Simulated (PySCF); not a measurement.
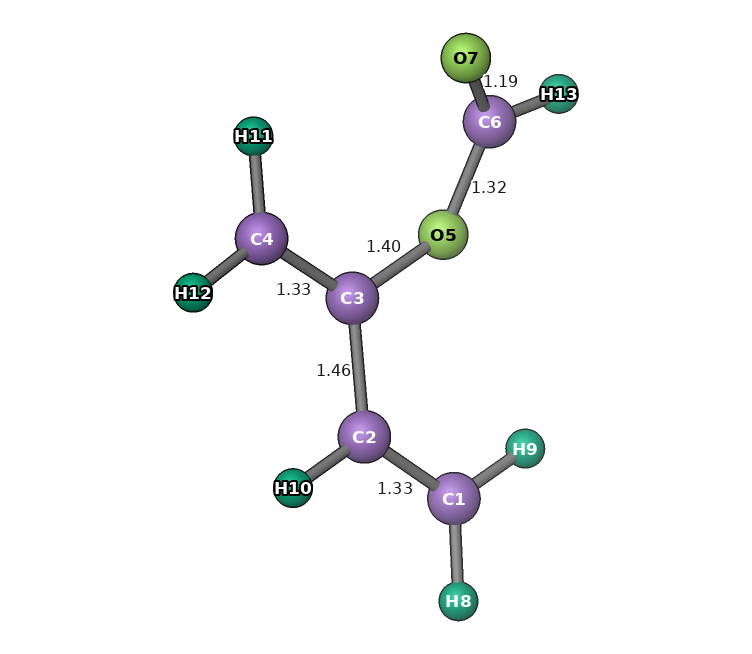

Bond lengths are marked in Å; every bond is drawn as one stick. Computed geometry: GFN2-xTB optimisation. No frequency run is at hand to confirm it as a minimum.

**Which of the marked bonds are single, double, triple or aromatic?**

C1–C2 double; C2–C3 single; C3–C4 double; C3–O5 single; O5–C6 single; C6–O7 double.

**Give the structure as SMILES.**

C=CC(=C)OC=O
